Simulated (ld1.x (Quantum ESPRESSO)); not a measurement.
- Element: Xe (Z = 54)
- Generator: ld1.x (Quantum ESPRESSO) 7.5
- Type: norm-conserving RRKJ (Kleinman–Bylander form)
- Functional: PBEsol
- Relativity: scalar-relativistic
- Frozen core: [Kr] 4d10
- Valence charge: 8
- Reference configuration: 5s2 5p6
- Partial waves: 5s (bound): rc 1.50 bohr; 5p (bound): rc 1.75 bohr
- Local potential: all-electron potential smoothed inside 1.60 bohr (lloc = -2)
- Core correction: none

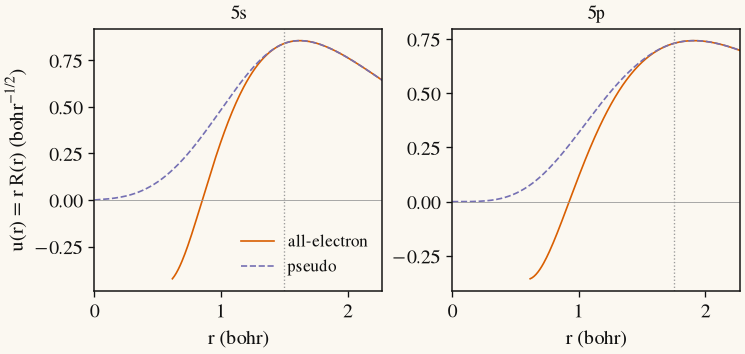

Pseudo-waves (dashed) against the all-electron radial functions (solid). Dotted lines mark the matching radii. The all-electron curves start outside the innermost oscillations, which aren't drawn.

Pseudo-waves: 5s has no node; 5p has no node.

* Cutoffs needed: 30 Ry and 45 Ry (the cutoffs, on a coarse ladder, from which the occupation-weighted sum of valence levels, in a spherical-Bessel basis at the reference potential, stays within 10 and 1 mRy of its value at 400 Ry)
* Ghost test: ghost state below the valence levels: d at -2.34 eV (spherical-Bessel basis up to 400 Ry, 20 bohr box)
* Largest excitation error: +42 meV (all-electron minus pseudo) for 5s2 5p2, out of 6 test configurations
